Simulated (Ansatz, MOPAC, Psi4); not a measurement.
# F2 (fluorine): methods side by side

F2, singlet, SMILES `FF`. Each level relaxes the structure for itself.

Each level gives the equilibrium bond length (Å). The values are calculated.

```
                              level                    kind  program  value (Å)  less CCSD(T)/def2-TZVP
                            PM6-ORG          semi-empirical    MOPAC      1.417                   0.000
                    SVWN5/def2-TZVP                     LDA   Ansatz      1.384                  -0.033
               PBE-D3(BJ)/def2-TZVP                     GGA   Ansatz      1.413                  -0.004
                   r2SCAN/def2-TZVP                meta-GGA   Ansatz      1.399                  -0.018
PBE0-D4/def2-TZVP (density fitting)           global hybrid     Psi4      1.376                  -0.041
                  wB97X-V/def2-TZVP  range-separated hybrid   Ansatz      1.379                  -0.038
                  CCSD(T)/def2-TZVP   coupled cluster or CI   Ansatz      1.417                   0.000
```

CCSD(T)/def2-TZVP is the highest level here, not the true value. The values span 1.376 to 1.417 Å.

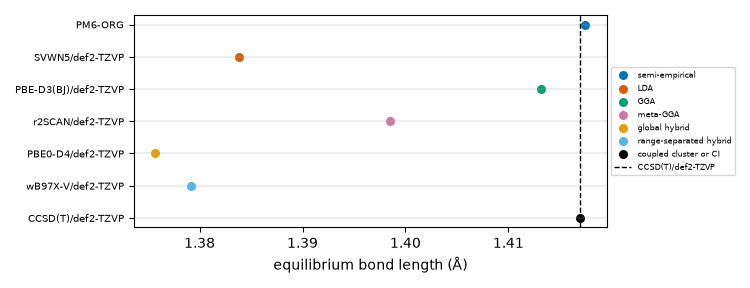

The values of the table, level by level.
